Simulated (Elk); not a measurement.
# Spin spirals in MnZn by the generalised Bloch theorem, part 2 of 2

Spirals of any wavevector fit in the chemical cell when spin–orbit coupling is left out. What does E(q) of MnZn say of its order and magnons?

Elk 11.2.3 (patched build); LDA (Perdew-Wang); all-electron APW+lo, Dirac cores, scalar-relativistic bands.

So far. Step 2 (The state at q = 0): After 24 cycles the largest moment stands at 3.12 μB.

### 3. One pass at q = (0, 0.25, 0)

One diagonalisation in the potential of q = 0; by the force theorem the spiral's energy is the band energy with the smearing's entropy term, less that of a like pass at q = 0. The total energy that such a pass prints is not self-consistent and is not used.

Contents of elk.in:

```
tasks
  1

xctype
  3

rgkmax
  7.0

nempty
  12

swidth
  0.002

reducebf
  0.5

epsengy
  1e-06

maxscl
  1

lmaxi
  3

stype
  0

spincore
  .true.

spinsprl
  .true.

spinpol
  .true.

vqlss
  0.000000 0.250000 0.000000

sppath
  './'

avec
  5.80145920260 0.00000000000 0.00000000000
  0.00000000000 5.80145920260 0.00000000000
  0.00000000000 0.00000000000 5.80145920260

atoms
  2
  'Mn.in'
  1
  0.0000000000 0.0000000000 0.0000000000   -0.000124 0.000000 -0.000124
  'Zn.in'
  1
  0.5000000000 0.5000000000 0.5000000000   0.000000 0.000000 0.000000

ngridk
  8 8 8
```

Launch:

```bash
OMP_NUM_THREADS=2 elk
```

Numbers of over 12 decimals in the logs are rounded to 6 here.

The program printed:

```text
┌─────────────────────────┐
│ Elk code version 11.2.3 │
└─────────────────────────┘

All units are atomic (Hartree, Bohr, etc.)

┌──────────────────────────────────────────┐
│ Ground-state run resuming from STATE.OUT │
└──────────────────────────────────────────┘

Lattice vectors :
   5.801459203       0.000000000       0.000000000
   0.000000000       5.801459203       0.000000000
   0.000000000       0.000000000       5.801459203

Species : 1 (Mn)
 muffin-tin radius :    2.400000000
 atomic positions (lattice), magnetic fields (Cartesian) :
  1 :   0.00000000  0.00000000  0.00000000    0.00000000  0.00000000  0.00000000

Species : 2 (Zn)
 muffin-tin radius :    2.400000000
 atomic positions (lattice), magnetic fields (Cartesian) :
  1 :   0.50000000  0.50000000  0.50000000    0.00000000  0.00000000  0.00000000

Total number of atoms per unit cell :    2
Total muffin-tin volume :    115.8116716
 ratio of muffin-tin to unit cell volume :   0.5931173148

Spin treatment :
 spin-polarised
 spin-polarised core states
 global magnetic field (Cartesian) :    0.000000000       0.000000000       0.000000000
 non-collinear magnetisation
 spin-spiral state assumed
  q-vector (lattice)   :    0.000000000      0.2500000000       0.000000000
  q-vector (Cartesian) :    0.000000000      0.2707588336       0.000000000
  q-vector length      :   0.2707588336

Number of Bravais lattice symmetries :    8
Number of crystal symmetries         :    8
Crystal has no inversion symmetry
Complex Hermitian eigensolver will be used

k-point grid :      8     8     8
k-point offset :    0.000000000       0.000000000       0.000000000
k-point set is reduced with full crystal symmetry group
Total number of k-points :      120

Muffin-tin radius times maximum |G+k| :    7.000000000
 using average radius
Maximum |G+k| for APW functions       :    2.916666667
Maximum (1/2)|G+k|²                   :    4.253472222
Maximum |G| for potential and density :    12.00000000
Constant for pseudocharge density :    7
 order of it for each species :   14  14
 order of it for pair densities of each species (exact exchange by exxq0 0: 14) :   10  10
Radial integration step length :    1

G-vector grid sizes :     24    24    24
Number of G-vectors :     5695

Maximum angular momentum used for
 APW functions            :    8
 outer part of muffin-tin :    6

Number of empty states         :     24
Total number of valence states :     82
Total number of core states    :     22

Third-order local-orbitals added for an l without core states : T
Total number of local-orbitals :     45

Exchange-correlation functional :      3     0     0
 Perdew-Wang/Ceperley-Alder, Phys. Rev. B 45, 13244 (1992)
 gradient requirement :    0
 local density approximation (LDA)

Smearing type :    0
 Gaussian
Smearing width :   0.2000000000E-02
Effective electronic temperature (K) :    631.5500496

Mixing type :    3
 Broyden mixing, J. Phys. A: Math. Gen. 17, L317 (1984)

Potential read in from STATE.OUT

┌──────────────────────────────┐
│ Self-consistent loop started │
└──────────────────────────────┘

┌─────────────────┐
│ Loop number : 1 │
└─────────────────┘

Reached self-consistent loops maximum

Energies :
 Fermi                       :     0.230183
 sum of occupied eigenvalues :     -1699.3562883101
 electron kinetic            :      2995.6929989251
 core electron kinetic       :      2662.3777090793
 Coulomb                     :     -5826.5656272738
 Coulomb potential           :     -4537.4075477914
 nuclear-nuclear             :     -476.58549432832
 electron-nuclear            :     -6178.6942121472
 Hartree                     :      828.71407920179
 Madelung                    :     -3557.8618533781
 xc potential                :     -157.47284106134
 xc effective B-field        :    -0.169014
 external B-field            :      0.000000
 exchange                    :     -114.30783166755
 correlation                 :     -4.775588
 electron entropic           :    -0.41585860295326E-04
 total energy                :     -2949.9560897418
 (external B-field energy excluded from total)

Density of states at Fermi energy :    20.79293015
 (states/Hartree/unit cell)

Estimated indirect band gap :   0.4311239887E-03
 from k-point 15 to k-point 110
Estimated direct band gap   :   0.3763861202E-02
 at k-point 113

Charges :
 core                        :    22.00000000
 valence                     :    33.00000000
 interstitial                :    2.210184143
 muffin-tins (core leakage)
  species : 1 (Mn)
   atom 1                    :    23.74234822     ( -0.3595731007E-05)
  species : 2 (Zn)
   atom 1                    :    29.04746764     (  0.8111535639E-04)
 total in muffin-tins        :    52.78981586
 total calculated charge     :    54.99975129
 total charge                :    55.00000000
 error                       :   0.2487050328E-03

Moments :
 interstitial                :   0.3099840208E-01 -0.1226534053E-04  0.3266070175E-01
 muffin-tins
  species : 1 (Mn)
   atom 1                    :    2.189841172      0.2144936647E-03   2.220716095
  species : 2 (Zn)
   atom 1                    :  -0.3250563627E-01 -0.8061639094E-05 -0.4478521742E-01
 total in muffin-tins        :    2.157335536      0.2064320257E-03   2.175930877
 total moment                :    2.188333938      0.1941666851E-03   2.208591579

┌──────────────────────────────┐
│ Self-consistent loop stopped │
└──────────────────────────────┘
```

It took 11 s on 2 threads of Arm Neoverse V2, shared host; peak memory 0.12 GiB; 22 s of CPU time.

This step gave:

- magnetization: 2.188, 0, 2.209 μB
- final state: spiral
- largest moment: 3.119 μB

Moments of a spiral are printed for the first cell, in the frame that turns with it; over the crystal the turning parts cancel.

By that sum this spiral lies +7.8 meV a seeded atom from q = 0.

### 4. One pass at q = (0, 0.5, 0)

Changes to elk.in since step 3:

```diff
@@ -40,3 +40,3 @@
 vqlss
-  0.000000 0.250000 0.000000
+  0.000000 0.500000 0.000000
```

Launch:

```bash
OMP_NUM_THREADS=2 elk
```

The program printed:

```text
┌─────────────────────────┐
│ Elk code version 11.2.3 │
└─────────────────────────┘

All units are atomic (Hartree, Bohr, etc.)

┌──────────────────────────────────────────┐
│ Ground-state run resuming from STATE.OUT │
└──────────────────────────────────────────┘

Lattice vectors :
   5.801459203       0.000000000       0.000000000
   0.000000000       5.801459203       0.000000000
   0.000000000       0.000000000       5.801459203

Species : 1 (Mn)
 muffin-tin radius :    2.400000000
[...]
error                       :   0.2563294574E-03

Moments :
 interstitial                :   0.4082304583E-01 -0.2229193744E-04  0.3665892021E-01
 muffin-tins
  species : 1 (Mn)
   atom 1                    :    2.209658300      0.2531263697E-03   2.279364101
  species : 2 (Zn)
   atom 1                    :  -0.4171008152E-02  0.1056905707E-04 -0.4416011517E-01
 total in muffin-tins        :    2.205487291      0.2636954268E-03   2.235203986
 total moment                :    2.246310337      0.2414034893E-03   2.271862906

┌──────────────────────────────┐
│ Self-consistent loop stopped │
└──────────────────────────────┘

[key lines of the parts left out:]
total energy                :     -2949.9558947256
```

The job ended after 11 s (2 threads; peak memory 0.12 GiB).

Read from the output:

```yaml
magnetization: 2.246, 0, 2.272 μB
final_state: spiral
largest_moment: 3.175 μB
```

By that sum this spiral lies +19.8 meV a seeded atom from q = 0.

### 5. The whole path

Wavevectors, in fractions of the reciprocal vectors: (0, 0, 0); (0, 0.25, 0); (0, 0.5, 0); (0.25, 0.5, 0); (0.5, 0.5, 0); (0, 0, 0). The path runs through Γ, X, M, Γ. Of 14 wavevectors run, these are the ones whose half falls on the k mesh; at the others the two spins are sampled on shifted points, and errors of some meV don't cancel against q = 0.

The energy less that at q = 0, frozen potential by path:

| path (Å⁻¹) | energy less that at q = 0, frozen potential (meV a seeded atom) |
| --- | --- |
| 0.00 | 0 |
| 0.51 | 7.82 |
| 1.02 | 19.8 |
| 1.53 | 43.5 |
| 2.05 | 57.2 |
| 3.49 | 0 |

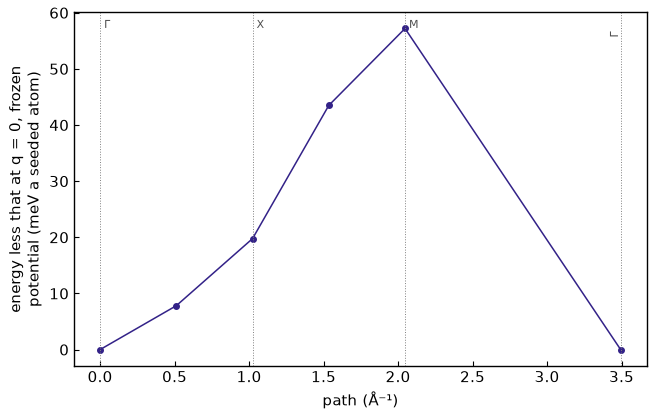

Energy less that at q = 0, frozen potential against path.

Magnon energy 4 dE/(M sin²θ), frozen potential against path:

| path (Å⁻¹) | magnon energy 4 dE/(M sin²θ), frozen potential (meV) |
| --- | --- |
| 0.00 | 0 |
| 0.51 | 20.2 |
| 1.02 | 51.0 |
| 1.53 | 112 |
| 2.05 | 148 |
| 3.49 | 0 |

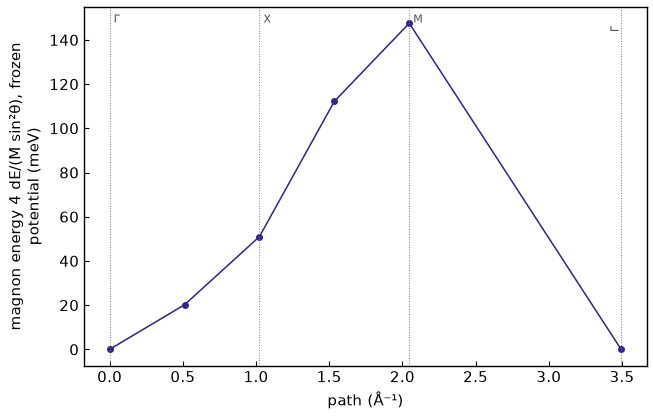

Magnon energy 4 dE/(M sin²θ), frozen potential against path.

### 6. Summary of results

* lowest point: (0, 0, 0), 0 meV a seeded atom (frozen potential)
* highest point: (0.5, 0.5, 0), 57.2 meV a seeded atom

**Reading.** No spiral on the path lies under the state at q = 0; the dearest costs 57.2 meV a seeded atom. The energies are those of a cone of 45°, about sin²θ = 0.50 of a flat spiral's. The magnon energies are adiabatic and undamped. The mesh is the same for all points and was not tested: differences of a few meV, and of some ten in a metal, can be noise. The smearing is not Fermi–Dirac, so its width is no temperature. The smearing is not Fermi–Dirac, so its width is no temperature.

[Logs and program files are shortened in this print: banners, set-up blocks, solver, clock and traceback lines can be left out without a mark of their own.]

[Logs are printed without paths, hosts, clocks, repeated set-up lines and the standing remarks that a program may print on its own settings, such as how far it seeks lower states.]

[Hosts, paths, dates, database ids (printed as entryN), source tags and the programs' standing remarks are cut or masked in the printed files.]

[Where a cell is said to come from a database of computed structures, the database is the Materials Project.]
